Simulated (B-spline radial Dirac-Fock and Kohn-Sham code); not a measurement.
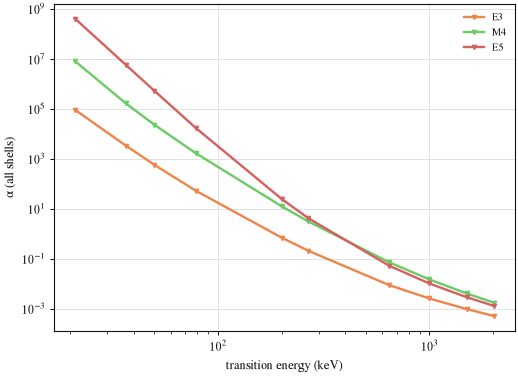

Total internal conversion coefficients against transition energy, at the marked points and joined by straight lines (also across edges). The total sums all shells and leaves out internal pair formation. It refers to indium (Z = 49). Computed with a B-spline radial atomic code: a Dirac–Hartree–Slater potential of the neutral atom, no hole, surface-current nucleus.

Question: Above what energy does an E3 transition emit more photons than conversion electrons?

Answer: Between 78.4 and 200 keV, where α drops through 1.
